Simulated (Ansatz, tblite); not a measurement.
# Sn3Cl8: one state, many levels

Aim: run the singlet of Sn3Cl8 at one geometry on many levels, and compare frontier levels, spin and run time.

Method: as each input shows; program: Ansatz 0.2.0, Gaussian basis.

Plan: GFN1-xTB, GFN2-xTB, PBE-D4/def2-TZVP, r2SCAN-D4/def2-TZVP, B3LYP-D4/def2-TZVP, r2SCANh-D4/def2-TZVP, PBE-D4/def2-SVP, PBE0-D4/def2-SVP, MP2/def2-SVP.

6 further runs of the same task are left out: 3 that didn't finish, 3 set aside as unsound or not needed. Runs told in other sessions of the task aren't counted.

### 1 The relaxed structure

The singlet was relaxed beforehand with r2SCAN-D4/def2-SVP.

11 atoms, charge 0, spin multiplicity 1.

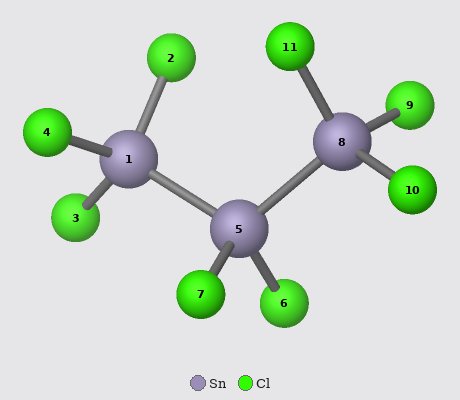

The geometry (tin purple, chlorine green); atoms are numbered from 1 in the order of the file.

Sn takes a core potential in the def2 sets. No spin-orbit coupling is included.

PBE0-D4/def2-TZVP was run before; its log isn't repeated, and its numbers join the tables.

### 2 GFN1-xTB

Tight binding, by tblite at 300 K electronic temperature and without a spin-polarisation term:

```python
tblite.interface.Calculator('GFN1-xTB', numbers, positions, charge=0, uhf=0).singlepoint()
```

Energy -1139.1021 eV, HOMO -12.35 eV, LUMO -10.94 eV; 0.018 s.

### 3 GFN2-xTB

Tight binding, by tblite at 300 K electronic temperature and without a spin-polarisation term:

```python
tblite.interface.Calculator('GFN2-xTB', numbers, positions, charge=0, uhf=0).singlepoint()
```

Energy -1174.3673 eV, HOMO -11.90 eV, LUMO -11.00 eV; 0.039 s.

### 4 PBE-D4/def2-TZVP

start.molden holds the orbitals of an earlier run on this state, given as this run's starting guess.

File in.yaml:

```yaml
crystal:
  periodic: [false, false, false]
  atoms:
    - {symbol: Sn, position_ang: [1.065077, -0.124447, 2.139313]}
    - {symbol: Cl, position_ang: [0.718478, 2.193385, 2.247392]}
    - {symbol: Cl, position_ang: [0.426418, -1.053712, 4.189373]}
    - {symbol: Cl, position_ang: [3.356325, -0.499788, 1.846654]}
    - {symbol: Sn, position_ang: [-0.428043, -1.072235, -0.065604]}
    - {symbol: Cl, position_ang: [-2.535958, -1.782425, 0.678471]}
    - {symbol: Cl, position_ang: [0.646858, -2.948081, -0.975240]}
    - {symbol: Sn, position_ang: [-0.765725, 0.870862, -2.087696]}
    - {symbol: Cl, position_ang: [-2.477519, 2.367490, -1.532396]}
    - {symbol: Cl, position_ang: [-1.241667, -0.032323, -4.193326]}
    - {symbol: Cl, position_ang: [1.235754, 2.081265, -2.246951]}
basis:
  gaussian: {orbitals: def2-TZVP, initial_orbitals: start.molden}
hamiltonian: {xc: pbe, dispersion: d4}
scf: {omitted_lower_state_checks: [starts]}
output: {orbitals: {seedname: orbitals}}
```

Launch:

```sh
$ ansatz run in.yaml --threads 4 --pin off --events-out ev --progress --plain --max-ram 6963MiB
```

What it wrote:

```text
Functional definition: PBE
  name "PBE"
  cite "Perdew, Burke & Ernzerhof, Phys. Rev. Lett. 77, 3865 (1996) doi:10.1103/PhysRevLett.77.3865"
  parent pbe
  parameter kappa = 0.804
  parameter beta = 0.06672455060314922
  exchange = pbe_x(kappa = kappa, mu = beta*pi^2/3)
  correlation = pbe_c(beta = beta)
these checks for a lower state are left out or cut short: starts
3212 factors; their error is unknown
mean field evaluation 1: about -117649.3669 eV, gradient 2.4e1 eV
mean field evaluation 2: about -117649.7072 eV, gradient 5.6e-1 eV
mean field evaluation 4: about -117649.7077 eV, gradient 1.1e-1 eV
mean field -117649.70768958 eV, -4323.5470117561 hartree, gradient 3.3e-5 eV, S^2 0.000000; 0 other end points of the search recorded, 0 dependent functions left out
reference -117649.70775939 eV, -4323.5470143216 hartree; 101, 101 occupied and 345, 345 virtual orbitals, 3212 factors
Total energy: -117650.48082992 eV, -4323.5754241394 hartree
Checks for a lower state left out: starts
```

Wall time 13 s (4 threads of Arm Neoverse V2, shared host); peak memory 1.5 GiB.

HOMO -7.56 eV, LUMO -5.09 eV.

### 5 r2SCAN-D4/def2-TZVP

in.yaml, as its differences from that of step 4:

```diff
@@ -16,3 +16,3 @@
   gaussian: {orbitals: def2-TZVP, initial_orbitals: start.molden}
-hamiltonian: {xc: pbe, dispersion: d4}
+hamiltonian: {xc: r2scan, dispersion: d4}
 scf: {omitted_lower_state_checks: [starts]}
```

Launched as before.

What it wrote:

```text
Functional definition: r2SCAN
  name "r2SCAN"
  cite "Furness, Kaplan, Ning, Perdew & Sun, J. Phys. Chem. Lett. 11, 8208 (2020) doi:10.1021/acs.jpclett.0c02405"
  cite "Furness, Kaplan, Ning, Perdew & Sun, J. Phys. Chem. Lett. 11, 9248 (2020) doi:10.1021/acs.jpclett.0c03077"
  parent r2scan
  parameter k0 = 0.174
  parameter k1 = 0.065
  parameter a1 = 4.9479
  exchange = r2scan_x(k0 = k0, k1 = k1, a1 = a1)
  correlation = r2scan_c
these checks for a lower state are left out or cut short: starts
3212 factors; their error is unknown
mean field evaluation 1: about -117690.8019 eV, gradient 1.8e1 eV
mean field evaluation 2: about -117690.9197 eV, gradient 2.5e-1 eV
mean field evaluation 4: about -117690.8972 eV, gradient 1.4e-3 eV
mean field -117690.89716400 eV, -4325.0606970218 hartree, gradient 1.5e-5 eV, S^2 0.000000; 0 other end points of the search recorded, 0 dependent functions left out
reference -117690.89718226 eV, -4325.0606976929 hartree; 101, 101 occupied and 345, 345 virtual orbitals, 3212 factors
Total energy: -117691.10532152 eV, -4325.0683466694 hartree
Checks for a lower state left out: starts
```

It took 32 s on 4 threads of Arm Neoverse V2, shared host; peak memory 1.6 GiB.

From the report: HOMO -7.89 eV, LUMO -5.04 eV.

### 6 B3LYP-D4/def2-TZVP

in.yaml, as its differences from that of step 5:

```diff
@@ -16,4 +16,4 @@
   gaussian: {orbitals: def2-TZVP, initial_orbitals: start.molden}
-hamiltonian: {xc: r2scan, dispersion: d4}
+hamiltonian: {xc: {name: B3LYP}, dispersion: d4}
 scf: {omitted_lower_state_checks: [starts]}
-output: {orbitals: {seedname: orbitals}}
+output: {forces: true, orbitals: {seedname: orbitals}}
```

Launched as before.

What it wrote (excerpt; [...] marks lines left out):

```text
Functional definition: B3LYP
  name "B3LYP"
  cite "Stephens, Devlin, Chabalowski & Frisch, J. Phys. Chem. 98, 11623 (1994) doi:10.1021/j100096a001"
  cite "Becke, Phys. Rev. A 38, 3098 (1988) doi:10.1103/PhysRevA.38.3098"
  cite "Lee, Yang & Parr, Phys. Rev. B 37, 785 (1988) doi:10.1103/PhysRevB.37.785"
  cite "Vosko, Wilk & Nusair, Can. J. Phys. 58, 1200 (1980) doi:10.1139/p80-159"
[...]
3400 factors; their error is unknown
the host lacks memory for fits, so the integrals are decomposed
3120 factors; integrals over basis functions are off by at most 1.1e-3 eV
[...]
mean field -117699.21198680 eV, -4325.3662611236 hartree, gradient 5.4e-5 eV, S^2 0.000000; 0 other end points of the search recorded, 0 dependent functions left out
[...]
reference -117699.21245088 eV, -4325.3662781782 hartree; 101, 101 occupied and 345, 345 virtual orbitals, 3120 factors
[...]
Atom 2 at     0.426418    -1.053712     4.189373 Å, force     0.053712     0.076629    -0.185077 eV/Å
Atom 3 at     3.356325    -0.499788     1.846654 Å, force    -0.190405     0.030774     0.023493 eV/Å
Atom 4 at    -0.428043    -1.072235    -0.065604 Å, force    -0.107766    -0.280607    -0.012036 eV/Å
Atom 5 at    -2.535958    -1.782425     0.678471 Å, force     0.153909     0.067203    -0.049104 eV/Å
Atom 6 at     0.646858    -2.948081    -0.975240 Å, force    -0.069455     0.148924     0.062651 eV/Å
Atom 7 at    -0.765725     0.870862    -2.087696 Å, force    -0.048497     0.199225    -0.217255 eV/Å
Atom 8 at    -2.477519     2.367490    -1.532396 Å, force     0.143413    -0.123766    -0.042143 eV/Å
Atom 9 at    -1.241667    -0.032323    -4.193326 Å, force     0.041522     0.073427     0.190253 eV/Å
Atom 10 at     1.235754     2.081265    -2.246951 Å, force    -0.148350    -0.100229     0.026998 eV/Å
Dipole moment:    -0.049366    -0.128444    -0.000722 e Å
Checks for a lower state left out: starts
```

Wall time 44 s (4 threads of Arm Neoverse V2, shared host); peak memory 2.8 GiB.

Report: HOMO -8.42 eV, LUMO -4.69 eV.

### 7 r2SCANh-D4/def2-TZVP

in.yaml, as its differences from that of step 6:

```diff
@@ -16,4 +16,4 @@
   gaussian: {orbitals: def2-TZVP, initial_orbitals: start.molden}
-hamiltonian: {xc: {name: B3LYP}, dispersion: d4}
+hamiltonian: {xc: {name: r2SCANh}, dispersion: d4}
 scf: {omitted_lower_state_checks: [starts]}
-output: {forces: true, orbitals: {seedname: orbitals}}
+output: {orbitals: {seedname: orbitals}}
```

Same command.

What it wrote (excerpt; [...] marks lines left out):

```text
Functional definition: r2SCANh
  name "r2SCANh"
  cite "Bursch, Neugebauer, Ehlert & Grimme, J. Chem. Phys. 156, 134105 (2022) doi:10.1063/5.0086040"
  cite "Furness, Kaplan, Ning, Perdew & Sun, J. Phys. Chem. Lett. 11, 8208 (2020) doi:10.1021/acs.jpclett.0c02405"
  cite "Furness, Kaplan, Ning, Perdew & Sun, J. Phys. Chem. Lett. 11, 9248 (2020) doi:10.1021/acs.jpclett.0c03077"
  parent r2scan
[...]
3257 factors; their error is unknown
the host lacks memory for fits, so the integrals are decomposed
3120 factors; integrals over basis functions are off by at most 1.1e-3 eV
[...]
mean field -117689.56649702 eV, -4325.0117959123 hartree, gradient 3.8e-5 eV, S^2 0.000000; 0 other end points of the search recorded, 0 dependent functions left out
reference -117689.56651373 eV, -4325.0117965261 hartree; 101, 101 occupied and 345, 345 virtual orbitals, 3120 factors
Total energy: -117689.80267640 eV, -4325.0204753444 hartree
Checks for a lower state left out: starts
```

Wall time 53 s (4 threads of Arm Neoverse V2, shared host); peak memory 2.8 GiB.

HOMO -8.28 eV, LUMO -4.80 eV.

### 8 PBE-D4/def2-SVP

in.yaml, as its differences from that of step 7:

```diff
@@ -15,4 +15,4 @@
 basis:
-  gaussian: {orbitals: def2-TZVP, initial_orbitals: start.molden}
-hamiltonian: {xc: {name: r2SCANh}, dispersion: d4}
+  gaussian: {orbitals: def2-SVP, initial_orbitals: start.molden}
+hamiltonian: {xc: pbe, dispersion: d4}
 scf: {omitted_lower_state_checks: [starts]}
```

Launched as before.

What it wrote:

```text
Functional definition: PBE
  name "PBE"
  cite "Perdew, Burke & Ernzerhof, Phys. Rev. Lett. 77, 3865 (1996) doi:10.1103/PhysRevLett.77.3865"
  parent pbe
  parameter kappa = 0.804
  parameter beta = 0.06672455060314922
  exchange = pbe_x(kappa = kappa, mu = beta*pi^2/3)
  correlation = pbe_c(beta = beta)
these checks for a lower state are left out or cut short: starts
2433 factors; their error is unknown
mean field evaluation 1: about -117613.4454 eV, gradient 3.4e1 eV
mean field evaluation 2: about -117614.1360 eV, gradient 1.0e0 eV
mean field evaluation 4: about -117614.0560 eV, gradient 6.6e-2 eV
mean field -117614.05600780 eV, -4322.2368366160 hartree, gradient 2.6e-5 eV, S^2 0.000000; 0 other end points of the search recorded, 0 dependent functions left out
reference -117614.05606271 eV, -4322.2368386342 hartree; 101, 101 occupied and 121, 121 virtual orbitals, 2433 factors
Total energy: -117614.82913324 eV, -4322.2652484520 hartree
Checks for a lower state left out: starts
```

Wall time 5.5 s (4 threads of Arm Neoverse V2, shared host).

From the report: HOMO -7.38 eV, LUMO -4.93 eV.

### 9 PBE0-D4/def2-SVP

in.yaml, as its differences from that of step 8:

```diff
@@ -16,3 +16,3 @@
   gaussian: {orbitals: def2-SVP, initial_orbitals: start.molden}
-hamiltonian: {xc: pbe, dispersion: d4}
+hamiltonian: {xc: pbe0, dispersion: d4}
 scf: {omitted_lower_state_checks: [starts]}
```

Launched as before.

What it wrote:

```text
Functional definition: PBE0
  name "PBE0"
  cite "Adamo & Barone, J. Chem. Phys. 110, 6158 (1999) doi:10.1063/1.478522"
  cite "Perdew, Burke & Ernzerhof, Phys. Rev. Lett. 77, 3865 (1996) doi:10.1103/PhysRevLett.77.3865"
  parent pbe
  parameter a = 0.25
  parameter kappa = 0.804
  parameter beta = 0.06672455060314922
  exchange = (1 - a)*pbe_x(kappa = kappa, mu = beta*pi^2/3) + a*exact_x
  correlation = pbe_c(beta = beta)
these checks for a lower state are left out or cut short: starts
2290 factors; integrals over basis functions are off by at most 3.2e-4 eV
mean field evaluation 1: about -117622.3252 eV, gradient 3.1e1 eV
mean field evaluation 2: about -117622.7621 eV, gradient 6.1e-1 eV
mean field evaluation 4: about -117622.9644 eV, gradient 1.4e-3 eV
mean field -117622.96443273 eV, -4322.5642151939 hartree, gradient 3.5e-5 eV, S^2 0.000000; 0 other end points of the search recorded, 0 dependent functions left out
reference -117622.96447344 eV, -4322.5642166901 hartree; 101, 101 occupied and 121, 121 virtual orbitals, 2290 factors
Total energy: -117623.66803829 eV, -4322.5900722214 hartree
Checks for a lower state left out: starts
```

Wall time 11 s (4 threads of Arm Neoverse V2, shared host); peak memory 1 GiB.

From the report: HOMO -8.55 eV, LUMO -4.35 eV.

### 10 MP2/def2-SVP

in.yaml, as its differences from that of step 9:

```diff
@@ -16,3 +16,3 @@
   gaussian: {orbitals: def2-SVP, initial_orbitals: start.molden}
-hamiltonian: {xc: pbe0, dispersion: d4}
+correlation: {method: mp2}
 scf: {omitted_lower_state_checks: [starts]}
```

Same command.

What it wrote:

```text
Functional definition: HF
  name "HF"
  cite "Fock, Z. Phys. 61, 126 (1930) doi:10.1007/BF01340294"
  parent pbe
  exchange = exact_x
  correlation = 0
these checks for a lower state are left out or cut short: starts
2290 factors; integrals over basis functions are off by at most 3.2e-4 eV
mean field evaluation 1: about -117422.2767 eV, gradient 4.6e1 eV
mean field evaluation 2: about -117424.4536 eV, gradient 2.3e0 eV
mean field evaluation 4: about -117425.2744 eV, gradient 3.0e0 eV
mean field evaluation 8: about -117425.3007 eV, gradient 2.7e-3 eV
mean field -117425.30070900 eV, -4315.3002073282 hartree, gradient 2.6e-6 eV, S^2 0.000000; 0 other end points of the search recorded, 0 dependent functions left out
52 core orbitals not correlated: weight in the atoms' cores, before any rotation towards them, 1.000 or more for the frozen orbitals, at most 0.000 for the correlated occupied ones
reference -117425.30070900 eV, -4315.3002073282 hartree; 49, 49 occupied and 121, 121 virtual orbitals, 2290 factors
second order -36.51712514 eV of doubles, -0.00000000 eV of singles
Total energy: -117461.81783414 eV, -4316.6421869249 hartree
Checks for a lower state left out: starts
```

Wall time 12 s (4 threads of Arm Neoverse V2, shared host); peak memory 1 GiB.

Report: Hartree-Fock HOMO -10.98 eV, LUMO -0.96 eV.

### 11 Comparison

| level | functions | HOMO (eV) | LUMO (eV) | gap (eV) | time |
| --- | --- | --- | --- | --- | --- |
| PBE-D4/def2-SVP | 222 | -7.38 | -4.93 | 2.45 | 5.5 s |
| PBE-D4/def2-TZVP | 446 | -7.56 | -5.09 | 2.47 | 13 s |
| r2SCAN-D4/def2-TZVP | 446 | -7.89 | -5.04 | 2.85 | 32 s |
| r2SCANh-D4/def2-TZVP | 446 | -8.28 | -4.80 | 3.48 | 53 s |
| B3LYP-D4/def2-TZVP | 446 | -8.42 | -4.69 | 3.74 | 44 s |
| PBE0-D4/def2-SVP | 222 | -8.55 | -4.35 | 4.20 | 11 s |
| PBE0-D4/def2-TZVP | 446 | -8.65 | -4.42 | 4.22 | 38 s |

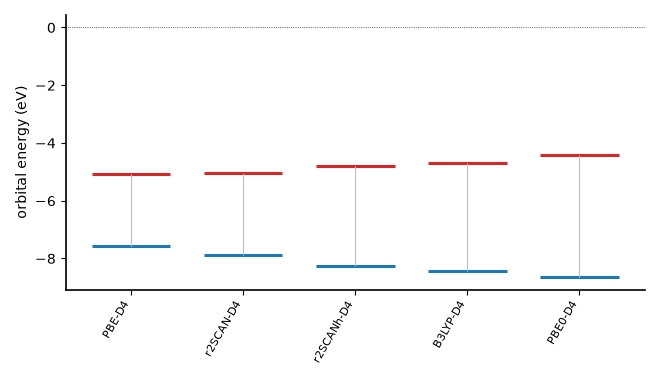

Highest filled (blue) and lowest empty (red) level in def2-TZVP.

Energy pieces by basis (eV):

| basis | HF | MP2 correlation | total |
| --- | --- | --- | --- |
| def2-SVP | -117425.3007 | -36.5171 | -117461.8178 (MP2) |

### 12 Binding energy

Free atoms were run apart at each level; binding is atoms less cluster, divided by the number of atoms, without zero-point or spin-orbit terms.

| level | binding an atom (eV) |
| --- | --- |
| HF/def2-SVP | 1.824 |
| PBE-D4/def2-SVP | 2.862 |
| PBE-D4/def2-TZVP | 2.870 |
| r2SCAN-D4/def2-TZVP | 2.823 |
| r2SCANh-D4/def2-TZVP | 2.786 |
| B3LYP-D4/def2-TZVP | 2.707 |
| PBE0-D4/def2-SVP | 2.768 |
| PBE0-D4/def2-TZVP | 2.796 |
| MP2/def2-SVP | 2.571 |

### 13 Summary of results

| quantity | value |
| --- | --- |
| gap in def2-TZVP, named functionals, smallest and largest | 2.47 eV (PBE-D4), 4.22 eV (PBE0-D4) |
| correlation energy, MP2/def2-SVP | -36.52 eV |
| binding an atom, functionals in def2-TZVP | 2.71 (B3LYP-D4) to 2.87 eV (PBE-D4) |
| PBE0 total energy, smallest basis above largest | 35.25 eV (def2-SVP, def2-TZVP) |

Over the named functionals in def2-TZVP the gap runs from 2.47 eV (PBE-D4) to 4.22 eV (PBE0-D4); exact exchange widens it.

The slowest run with a step of its own, r2SCANh-D4/def2-TZVP, took 53 s; the quickest functional in def2-TZVP took 13 s (shared host).
